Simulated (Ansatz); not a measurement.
## Lattice dynamics of In2S (model cell, started as antifluorite)

How does In2S (model cell, started as antifluorite) vibrate, and is this structure a minimum?

Program: Ansatz 0.2.0. Level of theory: DFT PBEsol, scalar-relativistic, plane waves, PAW. Results are calculated unless marked as measured.

The structure was built from a prototype and need not be the compound's stable phase.

## Step 1: Starting point

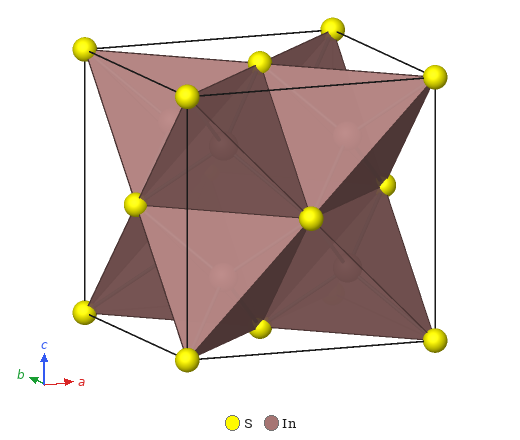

The cell as given, slightly off an axis (sulfur yellow, indium brown). This picture shows the conventional cell, with its axes. Some periodic images of atoms are drawn too.

## Step 2: Relaxation

Harmonic phonons are second derivatives at a point where the forces vanish, and they are wanted at zero stress, so atoms and cell are relaxed first.

input.yaml reads:

```yaml
crystal:
  lattice:
    - [0.0, 3.48073, 3.48073]
    - [3.48073, 0.0, 3.48073]
    - [3.48073, 3.48073, 0.0]
  atoms:
    - { symbol: S, position: [0.0, 0.0, 0.0] }
    - { symbol: In, position: [0.25, 0.25, 0.25] }
    - { symbol: In, position: [0.75, 0.75, 0.75] }
kpoints:
  mp_grid: { grid: [10, 10, 10] }
hamiltonian:
  xc: pbesol
scf:
  occupations: { method: gaussian, width: 0.1 }
output:
  forces: true
  stress: true
  eigenvalues: true
relax:
  adjacent_minimum: "off"
  f_tol: 0.005
  max_steps: 80
  cell: { stress_tol: 0.05 }
```

Command:

```sh
$ ansatz run input.yaml --threads 4 --pin off --max-ram 7168MiB --backend cpu --events-out ev --progress --plain --runs-dir out
```

Numbers of over 12 decimals in the logs are rounded to 6 here.

Output:

```text
Engine: ansatz 0.2.0, x86_64-unknown-linux-gnu
Pseudopotentials: kind: paw
Pseudopotential: S, paw, valence charge 6, recommended cutoff 420 eV (normal), S.paw.azcp
Pseudopotential: In, paw, valence charge 13, recommended cutoff 420 eV (normal), In.paw.azcp
Functional definition: PBEsol
  exchange = pbesol_x
  correlation = pbesol_c
Crystal: 3 atoms, lattice volume = 84.341 Å³
Basis set: ecut = 420 eV, 1639 PW (Γ), exchange–correlation on 72×72×72 points (8 copies of the dense FFT grid, shifted against one another)
Bands: 20, of which v1, the nominal top of the filled ones, is band 16 counted from 1 (15 counted from 0)
Symmetry: 48 space group operations
Space group: Fm-3m (ITA 225), of the structure as read, at distance tolerance 4.4e-5 Å
k-points: 47 of 1000
Non-local potential: S, projectors of the file, l = 0: 2, l = 1: 2, l = 2: 2
Non-local potential: In, projectors of the file, l = 0: 2, l = 1: 2, l = 2: 2, l = 3: 2
PAW form: soft (Blöchl's): semilocal exchange-correlation on the pseudo side does not see the compensation charge
PAW frozen core: S, regenerated for the run's functional, and the local potential with it (the file was generated under x = pbe(κ = 0.804, μ = 0.219515), c = pbe(β = 0.066725))
PAW frozen core: In, regenerated for the run's functional, and the local potential with it (the file was generated under x = pbe(κ = 0.804, μ = 0.219515), c = pbe(β = 0.066725))
PAW one-centre angular grid: S, 110 points (default); XC on 64 Gauss nodes
PAW one-centre angular grid: In, 590 points (default); XC on 64 Gauss nodes
Initial density: superposition of atomic densities (neutral atoms: chi_scale 0, normalization atom), corrected by the library's trained network
Initial wavefunctions: pseudopotential atomic-orbital guess
Functional: x = pbesol(κ = 0.804, μ = 0.123457), c = pbesol(β = 0.046)
SCF iter   1: F=—  HF=-11935.739718 eV  |F-HF|=—  |Δ(HF+E_count)|=         —  Δρ=4.09e-3  dr2=2.48e-2  ethr=1.77e-3  ⟨swp⟩=5.5  Hψ=4352  notcnv=0
preconditioner: auto → Kerker (q_TF=auto, 2.321 Å⁻¹)  [metal: Δε(μ)=0.078 eV  Ē_g=13.281 eV  σ=0.100 eV  W_gap=0.42  n_scr=14 (ndim 8)  ℏωp=22.9 eV  f_vac=0.033  D(μ)=0.59/eV (n_scr^D=0)]
SCF iter   2: F=—  HF=-11935.731785 eV  |F-HF|=—  |Δ(HF+E_count)|=   7.93e-3  Δρ=1.67e-3  dr2=3.23e-3  ethr=7.76e-5  ⟨swp⟩=1.1  Hψ=1326  notcnv=0
SCF iter   3: F=—  HF=-11935.731324 eV  |F-HF|=—  |Δ(HF+E_count)|=   4.60e-4  Δρ=4.30e-4  dr2=1.95e-4  ethr=1.01e-5  ⟨swp⟩=2.2  Hψ=1684  notcnv=0
SCF iter   4: F=—  HF=-11935.731404 eV  |F-HF|=—  |Δ(HF+E_count)|=   7.99e-5  Δρ=2.27e-4  dr2=8.10e-5  ethr=6.10e-7  ⟨swp⟩=2.4  Hψ=1374  notcnv=0
SCF iter   5: F=—  HF=-11935.731494 eV  |F-HF|=—  |Δ(HF+E_count)|=   9.01e-5  Δρ=8.25e-5  dr2=1.53e-5  ethr=2.53e-7  ⟨swp⟩=2.0  Hψ=1165  notcnv=0
SCF iter   6: F=—  HF=-11935.731505 eV  |F-HF|=—  |Δ(HF+E_count)|=   1.04e-5  Δρ=2.25e-5  dr2=9.23e-7  ethr=4.80e-8  ⟨swp⟩=2.0  Hψ=1161  notcnv=0
SCF iter   7: F=-11935.731505 eV  HF=-11935.731505 eV  |F-HF|=1.18e-8  |Δ(HF+E_count)|=   4.21e-8  Δρ=4.54e-6  dr2=1.60e-8  ethr=3.13e-10  ⟨swp⟩=3.2  Hψ=3580  notcnv=0
SCF 1 converged in 7 iterations: F = -11935.731505 eV  dr2 = 1.60e-8
  greatest PAW one-centre occupation: 0.983 electrons in one spin orbital (limit 2), on the In atom at site 2 (counted from 0), in its partial waves of l = 2
relax step   1: F+E_penalty+E_count = -11935.73150473 eV  Δ(F+E_penalty+E_count) = +0.000e0 eV  max|allowed force component| = 3.084e-17 eV/Å  Δτ_max = 0.0000 Å  P = +0.228 GPa  Ω = 84.341 Å³  (7 SCF iters, dr2 threshold 1.00e-7 eV, accepted)
Crystal: 3 atoms, lattice volume = 84.858 Å³
Initial density: handed on by an earlier stage of this run
Initial wavefunctions: those handed on with the density
iter 1 solved again at ethr=2.54e-7 eV; its pass at ethr=3.10e-3 eV (dr2=8.13e-5 eV) is discarded
SCF iter   1: F=—  HF=-11935.731864 eV  |F-HF|=—  |Δ(HF+E_count)|=         —  Δρ=1.67e-4  dr2=5.51e-5  ethr=2.54e-7  ⟨swp⟩=2.6  Hψ=5292  notcnv=0
preconditioner: auto → Kerker (q_TF=auto, 2.319 Å⁻¹)  [metal: Δε(μ)=0.052 eV  Ē_g=13.303 eV  σ=0.100 eV  W_gap=0.28  n_scr=14 (ndim 8)  ℏωp=22.8 eV  f_vac=0.042  D(μ)=0.64/eV (n_scr^D=0)]
SCF iter   2: F=—  HF=-11935.731856 eV  |F-HF|=—  |Δ(HF+E_count)|=   8.50e-6  Δρ=7.07e-5  dr2=8.21e-6  ethr=1.72e-7  ⟨swp⟩=1.7  Hψ=1012  notcnv=0
SCF iter   3: F=—  HF=-11935.731854 eV  |F-HF|=—  |Δ(HF+E_count)|=   1.36e-6  Δρ=2.58e-5  dr2=7.45e-7  ethr=2.57e-8  ⟨swp⟩=1.7  Hψ=1008  notcnv=0
SCF iter   4: F=-11935.731854 eV  HF=-11935.731854 eV  |F-HF|=2.75e-9  |Δ(HF+E_count)|=   2.05e-8  Δρ=5.21e-6  dr2=2.48e-8  ethr=4.07e-10  ⟨swp⟩=6.1  Hψ=3753  notcnv=0
SCF 2 converged in 4 iterations: F = -11935.731854 eV  dr2 = 2.48e-8
relax step   2: F+E_penalty+E_count = -11935.73185425 eV  Δ(F+E_penalty+E_count) = -3.495e-4 eV  max|allowed force component| = 1.419e-16 eV/Å  Δτ_max = 0.0000 Å  P = +0.039 GPa  Ω = 84.858 Å³  energy of the carried Pulay correction = -7.980e-5 eV  (4 SCF iters, dr2 threshold 1.30e-7 eV, accepted)
Initial wavefunctions: pseudopotential atomic-orbital guess (no wavefunctions were taken with the density)
iter 1 solved again at ethr=2.79e-7 eV; its pass at ethr=3.10e-3 eV (dr2=8.94e-5 eV) is discarded
SCF iter   1: F=—  HF=-11935.731930 eV  |F-HF|=—  |Δ(HF+E_count)|=         —  Δρ=1.05e-5  dr2=4.28e-8  ethr=2.79e-7  ⟨swp⟩=2.5  Hψ=6488  notcnv=0
eigensolver tolerance schedule: the retry pair's looser diagonalisation over-reported the residual by 2089.22 of it (diagonalisation noise at 0.23 of the residual, at the tolerance the schedule requests for it); recorded, not acted on — ethr = c·dr2/N_el stays at c = 1.0e-1
preconditioner: auto → Kerker (q_TF=auto, 2.319 Å⁻¹)  [metal: Δε(μ)=0.053 eV  Ē_g=13.302 eV  σ=0.100 eV  W_gap=0.28  n_scr=14 (ndim 8)  ℏωp=22.8 eV  f_vac=0.042  D(μ)=0.63/eV (n_scr^D=0)]
SCF iter   2: F=—  HF=-11935.731933 eV  |F-HF|=—  |Δ(HF+E_count)|=   2.92e-6  Δρ=4.60e-6  dr2=8.14e-9  ethr=1.34e-10  ⟨swp⟩=3.6  Hψ=2364  notcnv=0
SCF iter   3: F=—  HF=-11935.731933 eV  |F-HF|=—  |Δ(HF+E_count)|=   4.74e-9  Δρ=2.09e-6  dr2=2.11e-9  ethr=2.54e-11  ⟨swp⟩=1.1  Hψ=945  notcnv=0
SCF iter   4: F=—  HF=-11935.731933 eV  |F-HF|=—  |Δ(HF+E_count)|=   1.59e-9  Δρ=3.80e-7  dr2=1.30e-10  ethr=6.60e-12  ⟨swp⟩=2.0  Hψ=1081  notcnv=0
SCF iter   5: F=-11935.731933 eV  HF=-11935.731933 eV  |F-HF|=3.64e-12  |Δ(HF+E_count)|=  6.37e-11  Δρ=1.26e-7  dr2=2.09e-11  ethr=1.00e-12  ⟨swp⟩=6.3  Hψ=4177  notcnv=0
SCF 3 converged in 5 iterations: F = -11935.731933 eV  dr2 = 2.09e-11
relax step   3: F+E_penalty+E_count = -11935.73193312 eV  Δ(F+E_penalty+E_count) = -7.887e-5 eV  max|allowed force component| = 1.203e-16 eV/Å  Δτ_max = 0.0000 Å  P = +0.039 GPa  Ω = 84.858 Å³  stress off target by 3.89e-2 GPa  SCF on the basis re-selected at this cell (its energy is not comparable with the rows above)  (5 SCF iters)
basis re-selected at this cell: Δ(F+E_penalty+E_count) = -7.887e-5 eV, ΔP = +0.000 GPa vs the last step (what re-selecting the basis moved, of the pressure what is left beyond the Pulay correction that the steps carried, after the strain that the cell walked since its last selection, with what the two solves' SCF thresholds leave and, on support functions, any second-order correction that the steps lacked; it is no m [...]
SCF converged after 5 iterations
Free energy (F): -11935.731933 eV
Harris-Foulkes:  -11935.731933 eV  (|F-HF|=3.64e-12)
Internal energy: -11935.728771 eV  (E = F + TS)
E sigma→0 (E₀):  -11935.730352 eV
Entropy (-TS):   -0.003162 eV (-1.054 meV/atom)
Fermi energy:    7.445726 eV
--- Per-component energies (eV) ---
  E_band       = -114.871091
  E_kinetic    = 585.171842
  E_local      = -2639.408780  (includes V_loc(G=0)·N_el)
  E_nonlocal   = 763.767596
  E_hartree    = 1029.276274
  E_xc         = -523.869167
  E_vxc        = -287.271619  (∫ρ·V_xc dr)
  E_paw        = -8742.946551  (= ΣΔE_a)
  E_vpaw       = -595.682924  (= ΣTr[D̂ρ^β])
  E_aug_tail   = 0.000052  (compensation charges beyond the density's cutoff)
  E_ewald      = -2408.253792
  E_core_change = 0.533754  (= ΣΔE_core)
  E_smearing   = -0.003162  (= −TS)
  E_closure    = 0.000000  (closes the sum)
  Σ components = -11935.731933   (vs F -11935.731933, Δ=0.00e0)
--- Forces (eV/Å), atoms counted from 1 ---
  atom   1  S      0.00000000    -0.00000000    -0.00000000
  atom   2  In     0.00000000     0.00000000     0.00000000
  atom   3  In    -0.00000000    -0.00000000     0.00000000
  max |Σ_I F_I| component: 2.78e-17 eV/Å
--- Stress (GPa, compression-positive) ---
        0.038921      -0.000000      -0.000000
       -0.000000       0.038921      -0.000000
       -0.000000      -0.000000       0.038921
  P = ⅓ Tr σ = 0.0389 GPa (0.389 kbar)
--- Band table (eV; the first three rows and the last of 47) ---
  k-point 0: bands = [... 12 lower, 4.4632, 4.4632, 4.4632, 6.5141, 7.8713, 7.8713, 7.8713, 12.4491]
  k-point 1: bands = [... 12 lower, 4.4073, 4.4073, 4.4783, 6.0578, 7.9956, 7.9956, 8.6474, 11.9662]
  k-point 2: bands = [... 12 lower, 4.1336, 4.2767, 4.2767, 6.0833, 8.2846, 8.2846, 9.6712, 11.4595]
  k-point 46: bands = [... 12 lower, 1.6895, 3.0028, 6.0119, 7.0733, 7.3517, 8.5979, 10.9097, 11.5741]
--- Relaxed structure (2 steps of the walk, 2 accepted, 1 SCFs on fresh bases) ---
  F+E_penalty+E_count = -11935.73193312 eV   max|allowed force component| = 1.203e-16 eV/Å   (the final SCF, on the basis selected at the relaxed cell)
  cell:  # Å, volume = 84.8584 Å³
    - [0, 3.487827, 3.487827]
    - [3.487827, 0, 3.487827]
    - [3.487827, 3.487827, 0]
  atoms:
    - { symbol: S, position: [0, 0, 0] }
    - { symbol: In, position: [0.25, 0.25, 0.25] }
    - { symbol: In, position: [0.75, 0.75, 0.75] }
```

Run time: 2.6 s. Hardware: 4 threads of Intel Xeon 6975P-C (Granite Rapids), shared host; peak memory 0.5 GiB; 8.2 s of CPU time.

The steps of the relaxation:

| step | energy less that of the first step (eV) | largest force component (eV/Å) | pressure (GPa) | volume (Å³) |
| --- | --- | --- | --- | --- |
| 1 | 0.0000 | 0.0000 | 0.23 | 84.34 |
| 2 | -0.0003 | 0.0000 | 0.04 | 84.86 |
| 3* | -0.0004 | 0.0000 | 0.04 | 84.86 |

Relaxation steps marked * repeat the geometry before them on a plane-wave basis chosen anew for their cell, so energy and pressure can jump there.

The run keeps the 48 symmetry operations that it works with, so distortions that break them were not tested.

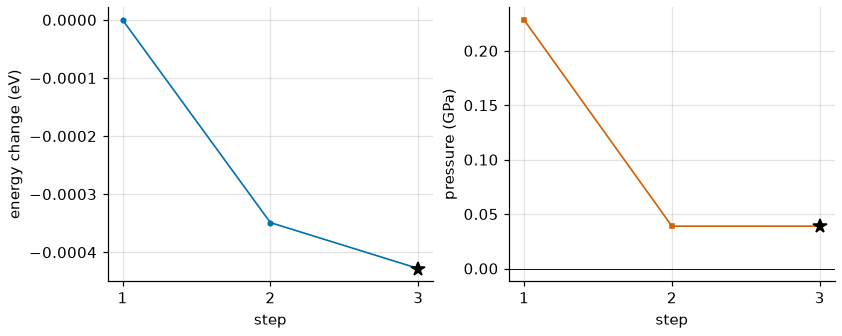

Energy and pressure along the relaxation. Stars mark steps on a basis chosen anew.

| conventional cell, symmetrised | before | after | change |
| --- | --- | --- | --- |
| a (Å) | 6.961 | 6.976 | +0.2 % |
| b (Å) | 6.961 | 6.976 | +0.2 % |
| c (Å) | 6.961 | 6.976 | +0.2 % |
| volume (Å³/atom) | 28.11 | 28.29 | +0.6 % |

The relaxed structure:

```cif
data_structure
_symmetry_space_group_name_H-M 'P 1'
_symmetry_Int_Tables_number 1
_cell_length_a 4.9325
_cell_length_b 4.9325
_cell_length_c 4.9325
_cell_angle_alpha 60.000
_cell_angle_beta 60.000
_cell_angle_gamma 60.000
_cell_volume 84.86
loop_
_atom_site_label
_atom_site_type_symbol
_atom_site_fract_x
_atom_site_fract_y
_atom_site_fract_z
_atom_site_occupancy
S1 S 0.00000 0.00000 0.00000 1
In2 In 0.25000 0.25000 0.25000 1
In3 In 0.75000 0.75000 0.75000 1
```

Numbers from this step:

```yaml
pressure: 0.03892 GPa
volume_per_atom: 28.29 Å³
gap_on_the_k_mesh: 0 eV
```

In this step the volume went from 28.11 to 28.29 Å³/atom.

## Step 3: Relaxing to small forces for the phonons

Phonons need a cell at rest on their own settings, so the relaxation is repeated with tight tolerances on forces and stress on the k mesh and occupations of the first response run.

input.yaml, the sections that differ from step 2:

```yaml
crystal:
  lattice:
    - [0.0, 3.4878271475, 3.4878271475]
    - [3.4878271475, 0.0, 3.4878271475]
    - [3.4878271475, 3.4878271475, 0.0]
  atoms:
    - { symbol: S, position: [0.0, 0.0, 0.0] }
    - { symbol: In, position: [0.25, 0.25, 0.25] }
    - { symbol: In, position: [0.75, 0.75, 0.75] }
scf:
  occupations: { method: methfessel_paxton, width: 0.15 }
relax:
  adjacent_minimum: "off"
  f_tol: 0.001
  max_steps: 60
  cell: { stress_tol: 0.01 }
# kpoints, hamiltonian, output: as in step 2
```

Output:

```text
[...]
Crystal: 3 atoms, lattice volume = 84.858 Å³
Basis set: ecut = 420 eV, 1639 PW (Γ), exchange–correlation on 72×72×72 points (8 copies of the dense FFT grid, shifted against one another)
Bands: 20, of which v1, the nominal top of the filled ones, is band 16 counted from 1 (15 counted from 0)
Symmetry: 48 space group operations
[...]
k-points: 47 of 1000
[...]
k-point 46: bands = [... 12 lower, 1.6815, 2.9957, 5.9988, 7.0590, 7.3402, 8.5855, 10.8945, 11.5588]
--- Relaxed structure (2 steps of the walk, 2 accepted, 1 SCFs on fresh bases) ---
[...]
cell:  # Å, volume = 84.9494 Å³
    - [0, 3.489074, 3.489074]
    - [3.489074, 0, 3.489074]
    - [3.489074, 3.489074, 0]
  atoms:
    - { symbol: S, position: [0, 0, 0] }
    - { symbol: In, position: [0.25, 0.25, 0.25] }
    - { symbol: In, position: [0.750000, 0.750000, 0.750000] }
[key lines of the parts left out:]
SCF converged after 6 iterations
Free energy (F): -11935.730375 eV
Fermi energy:    7.432970 eV
P = ⅓ Tr σ = 0.0074 GPa (0.074 kbar)
```

The job ended after 2.7 s (4 threads; peak memory 0.5 GiB; 8.7 s of CPU time).

Little changed from the start: no atom moved by 0.005 Å and no cell edge by 0.1 %.

This step gave:

| Property | Result |
| --- | --- |
| pressure | 0.007409 GPa |
| volume per atom | 28.32 Å³ |

The forces vanish by symmetry and the pressure is 0.007 GPa, within the tolerances set. The cell now holds 28.32 Å³/atom.

## Step 4: Zone-centre response

The zone centre comes first: it holds the modes that light can see, as far as symmetry allows. No field response is asked, since the mesh shows no gap.

input.yaml, the sections that differ from step 3:

```yaml
crystal:
  lattice:
    - [0.0, 3.4890740757, 3.4890740757]
    - [3.4890740757, 0.0, 3.4890740757]
    - [3.4890740757, 3.4890740757, 0.0]
  atoms:
    - { symbol: S, position: [0.0, 0.0, 0.0] }
    - { symbol: In, position: [0.25, 0.25, 0.25] }
    - { symbol: In, position: [0.75, 0.75, 0.75] }
output:
  eigenvalues: true
phonons:
  method: dfpt
# kpoints, hamiltonian, scf: as in step 3
# relax: removed
```

Output:

```text
zone centre: on kpoints.mp_grid the ground state, and the responses unless they are solved on pairs of k-points, stand on 102 of the mesh's 1000 k-points, reduced under 8 symmetry operations, with k and −k counted as one. Each operation leaves every solved displacement unchanged or reverses it
[...]
Crystal: 3 atoms, lattice volume = 84.949 Å³
Basis set: ecut = 420 eV, 1639 PW (Γ), exchange–correlation on 72×72×72 points (8 copies of the dense FFT grid, shifted against one another)
Bands: 20, of which v1, the nominal top of the filled ones, is band 16 counted from 1 (15 counted from 0)
Symmetry: 48 space group operations
k-points: 102 of 1000 (irreducible under 8 space group operations, time reversal used)
[...]
SCF iter   1: F=—  HF=-11935.738563 eV  |F-HF|=—  |Δ(HF+E_count)|=         —  Δρ=4.08e-3  dr2=2.51e-2  ethr=1.77e-3  ⟨swp⟩=5.2  Hψ=9360  notcnv=0
[...]
SCF iter  10: F=-11935.730375 eV  HF=-11935.730375 eV  |F-HF|=1.82e-12  |Δ(HF+E_count)|=  2.91e-11  S|Δr|=    0.00e0  Δρ=1.92e-8  dr2=2.42e-13  ethr=1.00e-12  ⟨swp⟩=5.1  Hψ=8829  notcnv=0
SCF 1 converged in 10 iterations: F = -11935.730375 eV  dr2 = 2.42e-13
[...]
DFPT response loops at Γ: preconditioner auto → Kerker (q_TF=auto, 2.319 Å⁻¹) (partly filled bands, converged f_vac=0.042); β = 1.00, the filter's whole step (`scf.mixing.beta` (0.50) is not read by the response loops under this deck's `scf.mixing.preconditioner`; to damp them name `kerker` or `kerker_dos`, under which they read `scf.mixing.beta`, and type it under 1.00, their step now; both keys bind the ground state too); Broyden in place of MSR1
SCF converged after 10 iterations
[...]
Free energy (F): -11935.730375 eV
[...]
Internal energy: -11935.729741 eV  (E = F + TS)
E sigma→0 (E₀):  -11935.730217 eV
Entropy (-TS):   -0.000634 eV (-0.211 meV/atom)
Fermi energy:    7.432970 eV
[...]
--- Band table (eV; the first three rows and the last of 102) ---
  k-point 0: bands = [... 12 lower, 4.4537, 4.4537, 4.4537, 6.4965, 7.8604, 7.8604, 7.8604, 12.4343]
  k-point 1: bands = [... 12 lower, 4.3980, 4.3980, 4.4684, 6.0423, 7.9846, 7.9846, 8.6340, 11.9524]
  k-point 2: bands = [... 12 lower, 4.1225, 4.2675, 4.2675, 6.0691, 8.2732, 8.2732, 9.6566, 11.4460]
  k-point 101: bands = [... 12 lower, 1.6815, 2.9957, 5.9988, 7.0590, 7.3402, 8.5855, 10.8945, 11.5588]
--- Phonons (Γ-DFPT): 2 representative perturbations + reference, on 102 of 1000 k-points (Σ response iterations 6) ---
  k mesh reduced under 8 symmetry operations, with k and −k counted as one. Each operation leaves every solved displacement unchanged or reverses it
  ASR residual: 4.192e-5 → 0.000e0 eV/Å²; symmetrization residual: 3.701e-6 eV/Å²
  ASR residual per site (eV/Å²): 9.26e-6 4.19e-5 4.19e-5
  Γ frequencies (cm⁻¹): 0.00 0.00 0.00 80.55 80.55 80.55 119.76 119.76 119.76
  non-analytic LO–TO correction: not included (Born effective charges unavailable; polar crystals: no LO–TO splitting at Γ)
```

Elapsed: 10 s, on 4 threads; peak memory 0.99 GiB; 35 s of CPU time.

The column dr2 measures how far the density is from self-consistency, as an energy; F and HF (Harris–Foulkes) agree once it is small.

Numbers from this step:

* sum-rule residual before enforcement: 4.19e-5 eV/Å²
* point group: m-3m
* highest optical mode at the zone centre (no LO-TO term): 119.8 cm⁻¹
* lowest optical zone-centre mode: 80.55 cm⁻¹

Patterns of degenerate modes are one choice out of their space. Modes at Γ, with each element's share of the kinetic energy:

| mode | frequency (cm⁻¹) | symmetry | S % | In % |
| --- | --- | --- | --- | --- |
| 1 | 0.0 | acoustic | 12 | 88 |
| 2 | 0.0 | acoustic | 12 | 88 |
| 3 | 0.0 | acoustic | 12 | 88 |
| 4 | 80.5 | T2g | 0 | 100 |
| 5 | 80.5 | T2g | 0 | 100 |
| 6 | 80.5 | T2g | 0 | 100 |
| 7 | 119.8 | T1u | 88 | 12 |
| 8 | 119.8 | T1u | 88 | 12 |
| 9 | 119.8 | T1u | 88 | 12 |

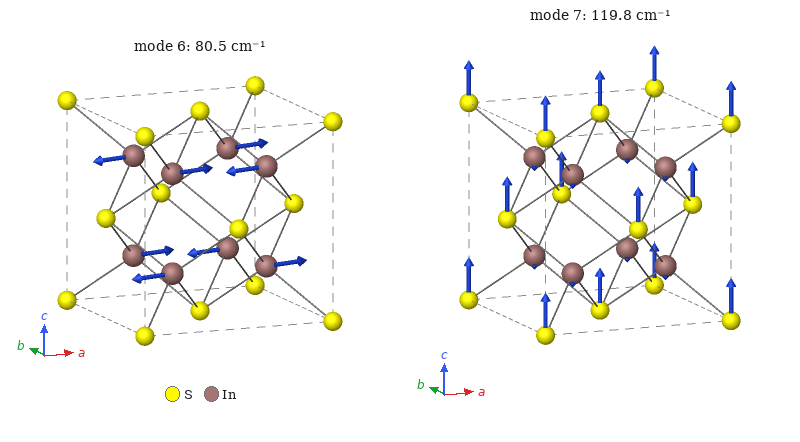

Displacement patterns of modes 6 and 7 at Γ; arrows are exaggerated. Some periodic images of atoms are drawn too.

Before it was imposed, the acoustic sum rule was missed by 4.2e-5 eV/Å². Small misses are needed for a sound result but don't prove that mesh and cutoff are converged. The lowest optical mode is real, 80.5 cm⁻¹.

[end of part 1 of 2]

[Logs are printed without paths, hosts, clocks, repeated set-up lines and the standing remarks that a program may print on its own settings, such as how far it seeks lower states.]

[Hosts, paths, dates, database ids (printed as entryN), source tags and the programs' standing remarks are cut or masked in the printed files.]
